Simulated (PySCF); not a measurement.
# One shape, several levels: BNH2BrCl (SMILES NB(Cl)Br)

Wanted: a comparison of 6 runs (HF/3-21G, HF/def2-SVP, PBE0/6-31G*, B3LYP/6-31G*, PBE0/def2-SVP, PBE0/aug-cc-pVDZ) of BNH2BrCl. 

The calculation is run with PySCF 2.14.0.

## (1) The structure to begin with

BNH2BrCl has 6 atoms, charge 0, and is taken as a singlet. As SMILES, `NB(Cl)Br`. The coordinates come from a PBE0-D4/def2-TZVP relaxation.

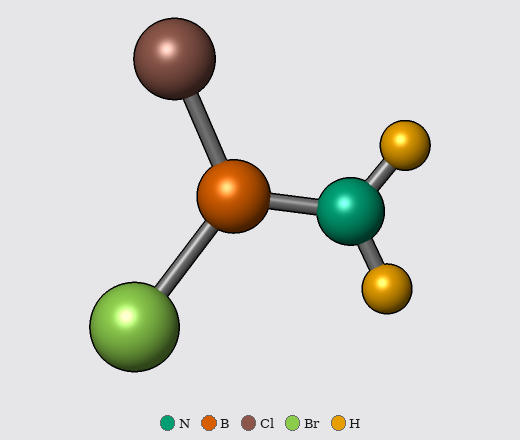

The structure, seen from a chosen angle (nitrogen teal, boron orange, chlorine brown, bromine green, hydrogen amber).

## (2) Energy and forces at HF/3-21G (run 1)

run.py

```python
import pyscf.grad
from pyscf import gto

mol = gto.Mole()
mol.atom = [
    ('N', (0.559400, 0.476200, 0.355200)),
    ('B', (-0.401900, -0.315300, -0.244600)),
    ('Cl', (-2.091600, 0.167400, -0.234100)),
    ('Br', (0.111600, -1.962800, -1.100700)),
    ('H', (1.533300, 0.227700, 0.366000)),
    ('H', (0.331300, 1.342700, 0.812000)),
]
mol.max_memory = 1860
mol.basis = '3-21g'
mol.verbose = 4
mol.build()

calc0 = mol.RHF()
calc0.conv_tol = 1e-10
calc0.kernel()
if not calc0.converged:
    calc0 = calc0.newton().run(calc0.mo_coeff, calc0.mo_occ)

e_tot = calc0.e_tot
print('E = %.10f Eh' % e_tot)
grad = calc0.Gradients().kernel()
calc0.analyze()
```

The run is started by

```console
$ OMP_NUM_THREADS=1 python run.py
```

Log:

```text
PySCF version 2.14.0

[... 83 lines left out ...]
MO #1   energy= -486.770290276305  occ= 2
[... 7 lines left out ...]
MO #9   energy= -9.7744677039989   occ= 2
[... 7 lines left out ...]
MO #17  energy= -3.0835599712679   occ= 2
[... 7 lines left out ...]
MO #25  energy= -0.739218464875961 occ= 2
[... 7 lines left out ...]
MO #33  energy= -0.409725553879951 occ= 2
[... 7 lines left out ...]
MO #41  energy= 0.652524183082035  occ= 0
[... 7 lines left out ...]
MO #49  energy= 0.908292083962704  occ= 0
[... 7 lines left out ...]
MO #57  energy= 2.71963811720936   occ= 0
[... 66 lines left out ...]
Dipole moment(X, Y, Z, Debye):  2.82754,  1.91045,  1.52712
```

It took 5.7 s on 1 thread of Intel Xeon at 2.50GHz (Skylake/Cascade Lake), shared host; peak memory 0.13 GiB.

## (3) Energy and gradient at HF/def2-SVP (run 2)

job.py

```python
import pyscf.grad
from pyscf import gto

system = gto.M(
    atom='''
N        0.559400       0.476200       0.355200
B       -0.401900      -0.315300      -0.244600
Cl      -2.091600       0.167400      -0.234100
Br       0.111600      -1.962800      -1.100700
H        1.533300       0.227700       0.366000
H        0.331300       1.342700       0.812000
''',
    max_memory=1860,
    verbose=3,
    spin=0,
    basis='def2-svp',
)

mf = system.RHF()
mf.conv_tol = 1e-10
mf.kernel()
if not mf.converged:
    mf = mf.newton().run(mf.mo_coeff, mf.mo_occ)

energy = mf.e_tot
print('Final energy', energy)
grad = mf.Gradients().kernel()
dip = mf.dip_moment()
pop, q = mf.mulliken_pop()
```

The run is started by

```console
$ OMP_NUM_THREADS=1 python job.py
```

Log:

```text
converged SCF energy = -3111.8324852935
Final energy -3111.832485293504
[... 9 lines left out ...]
Dipole moment(X, Y, Z, Debye):  1.92848,  1.89109,  1.37574
[... 95 lines left out ...]
charge of    5H =      0.16189
```

Wall time 17 s (1 thread of Intel Xeon at 2.50GHz (Skylake/Cascade Lake), shared host); peak memory 0.18 GiB.

Runs 3 to 4 aren't shown in full; the table further down has their settings and results.

## (4) Energy and forces at PBE0/def2-SVP (run 5)

geometry.xyz

```xyz
6

N      0.559400     0.476200     0.355200
B     -0.401900    -0.315300    -0.244600
Cl    -2.091600     0.167400    -0.234100
Br     0.111600    -1.962800    -1.100700
H      1.533300     0.227700     0.366000
H      0.331300     1.342700     0.812000
```

input.py

```python
# NB(Cl)Br
from pyscf import gto, dft

mol = gto.M(
    atom='geometry.xyz',
    verbose=4,
    basis='def2-svp',
    max_memory=1860,
)

ks = dft.RKS(mol)
ks.xc = 'pbe0'
ks.conv_tol = 1e-10
ks.grids.level = 5
ks.kernel()
if not ks.converged:
    ks = ks.newton().run(ks.mo_coeff, ks.mo_occ)

energy = ks.e_tot
print('E = %.10f Eh' % energy)
grad = ks.nuc_grad_method().kernel()
dip = ks.dip_moment()
pop, q = ks.mulliken_pop()
```

The run is started by

```console
$ OMP_NUM_THREADS=1 python input.py
```

Log:

```text
PySCF version 2.14.0

[... 73 lines left out ...]
converged SCF energy = -3114.23527846335
[... 14 lines left out ...]
Dipole moment(X, Y, Z, Debye):  1.93599,  1.87272,  1.36644
[... 95 lines left out ...]
charge of    5H =      0.14936
```

Run time: 42 s. Hardware: 1 thread of Intel Xeon at 2.50GHz (Skylake/Cascade Lake), shared host; peak memory 0.86 GiB.

## (5) Energy and forces at PBE0/aug-cc-pVDZ (run 6)

input.py

```python
# NB(Cl)Br
import pyscf.grad
from pyscf import gto, dft

system = gto.M(
    atom=[
    ('N', (0.559400, 0.476200, 0.355200)),
    ('B', (-0.401900, -0.315300, -0.244600)),
    ('Cl', (-2.091600, 0.167400, -0.234100)),
    ('Br', (0.111600, -1.962800, -1.100700)),
    ('H', (1.533300, 0.227700, 0.366000)),
    ('H', (0.331300, 1.342700, 0.812000)),
],
    basis='aug-cc-pvdz',
    verbose=4,
    max_memory=1860,
    spin=0,
    charge=0,
)

calc0 = dft.RKS(system)
calc0.xc = 'pbe0'
calc0.conv_tol = 1e-10
calc0.grids.level = 5
calc0.kernel()
if not calc0.converged:
    calc0 = calc0.newton().run(calc0.mo_coeff, calc0.mo_occ)

energy = calc0.e_tot
print(f'total energy: {energy:.8f} hartree')
grad = calc0.Gradients().kernel()
dip = calc0.dip_moment()
pop, q = calc0.mulliken_pop()
```

The run is started by

```console
$ OMP_NUM_THREADS=1 python input.py
```

Log:

```text
PySCF version 2.14.0

[... 73 lines left out ...]
converged SCF energy = -3114.74259810325
total energy: -3114.74259810 hartree
[... 13 lines left out ...]
Dipole moment(X, Y, Z, Debye):  1.86487,  1.71837,  1.26762
[... 134 lines left out ...]
charge of    5H =      0.00277
```

It took 2 min on 1 thread of Intel Xeon at 2.50GHz (Skylake/Cascade Lake), shared host; peak memory 1.3 GiB.

## (6) The series

```csv
run,level,integration grid,Cartesian functions,energy (Eh),dipole moment (D),HOMO energy (eV),LUMO energy (eV),wall time
1,HF/3-21G,–,no,-3097.324655,3.74,-11.15,4.20,5.7 s
2,HF/def2-SVP,–,no,-3111.832485,3.03,-11.18,4.22,17 s
3,PBE0/6-31G* (spherical functions),5,no,-3114.413834,3.21,-8.22,0.21,59 s
4,B3LYP/6-31G* (Cartesian functions),5,yes,-3115.013696,3.18,-7.89,0.08,64 s
5,PBE0/def2-SVP,5,no,-3114.235278,3.02,-8.10,0.38,42 s
6,PBE0/aug-cc-pVDZ,5,no,-3114.742598,2.84,-8.35,-0.35,2 min
```

## (7) What came out

| quantity | value |
| --- | --- |
| run 6: total energy | -3114.74260 Eh |
| run 6: dipole moment | 2.84 D |
| run 6: HOMO energy | -8.35 eV |
| run 6: LUMO energy | -0.35 eV |
| run 6: HOMO–LUMO gap | 8.00 eV |
| run 6: largest force on an atom | 0.270 eV/Å |

**Reading.** The dipole moment (its size) runs from 2.84 D (PBE0/aug-cc-pVDZ) to 3.74 D (HF/3-21G). The two ends differ in method and basis. The HOMO–LUMO gap runs from 7.98 eV (B3LYP/6-31G*) to 15.40 eV (HF/def2-SVP). Totals of different functionals can't be ranked against each other. All runs together took 5.2 min, the longest 2 min.
